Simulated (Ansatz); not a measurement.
Pressure series in Mo3Ge

Base system: Mo₃Ge in the A15 (Cr3Si type) structure (space group Pm-3n, No. 223; a = 4.908 Å; a cell from a computed database, its experimental status unchecked).

Cell and atoms are relaxed at each pressure.

Computed with PBEsol (Ansatz, a first-principles code), spin-orbit coupling left out.

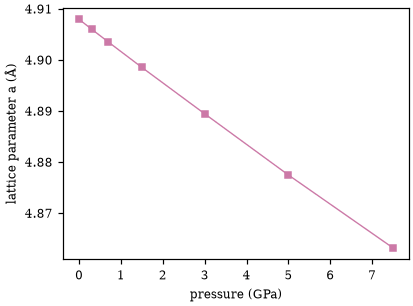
Fig. 1. Lattice parameter a against pressure

From the plot, what is the lattice parameter a for pressure 7.5 GPa?

About 4.863 Å.

Is the trend monotonic over the range shown?

Yes, it falls throughout, spanning 4.863 Å to 4.908 Å.

Load acts through the strain it causes; cell and atoms are relaxed under it. No phonon test of stability was made. No other phases were tried under pressure. The final runs are not spin-polarised.
